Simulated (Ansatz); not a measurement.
A periodic structure is given below.

```xyz
8
Lattice="5.7318 0.0000 0.0000 0.0000 5.7318 0.0000 0.0000 0.0000 5.7318" Properties=species:S:1:pos:R:3 pbc="T T T"
Zn    0.0000    0.0000    0.0000
Se    1.4329    1.4329    4.2988
Zn    0.0000    2.8659    2.8659
Se    1.4329    4.2988    1.4329
Zn    2.8659    0.0000    2.8659
Se    4.2988    1.4329    1.4329
Zn    2.8659    2.8659    0.0000
Se    4.2988    4.2988    4.2988
```

> What does this file describe?

The formula is ZnSe. Space group F-43m (No. 216), lattice face-centred cubic. This arrangement goes by the name zinc blende (sphalerite type). Cell content 4 Zn, 4 Se; Z = 4. Each Zn is bonded to four Se in a tetrahedral arrangement at 2.48 Å. Se is coordinated by four Zn in a tetrahedral arrangement at 2.48 Å. The bonds build a three-dimensional framework.

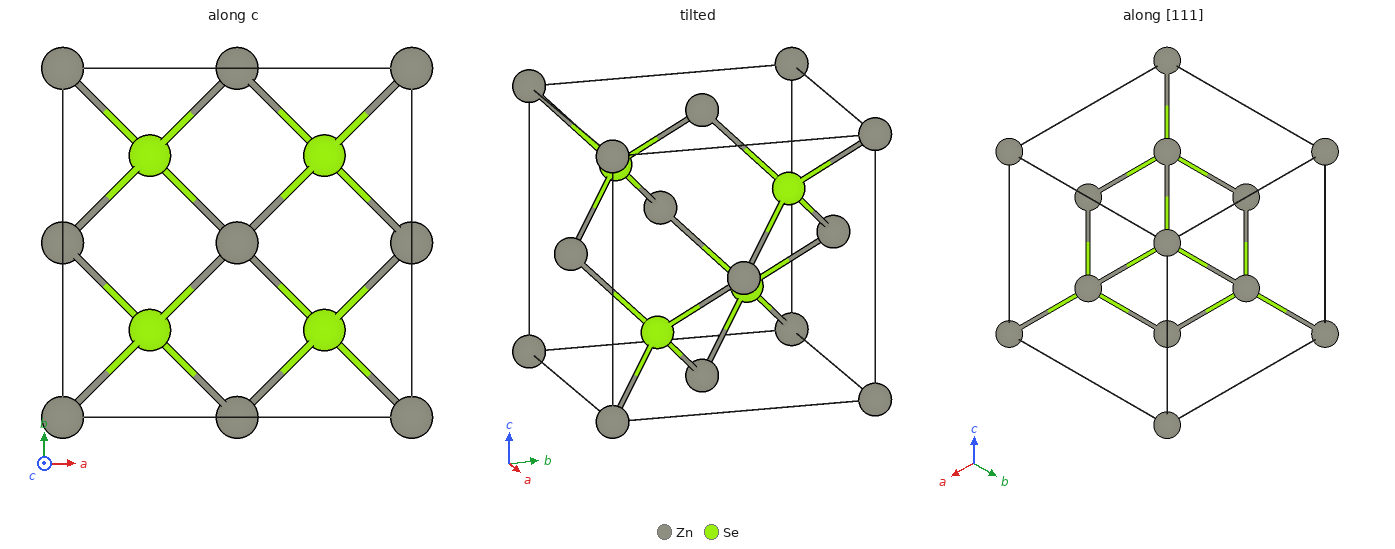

The figure gives a ball-and-stick picture of the atoms, viewed along the c axis, slightly off an axis and along [111]. The lines enclose the conventional unit cell; boundary atoms appear with their images. Colours: zinc grey, selenium green.

The structure comes from a structure listed in the Materials Project. A relaxation with Ansatz, DFT PBE, scalar-relativistic, plane waves, PAW gave the geometry drawn.
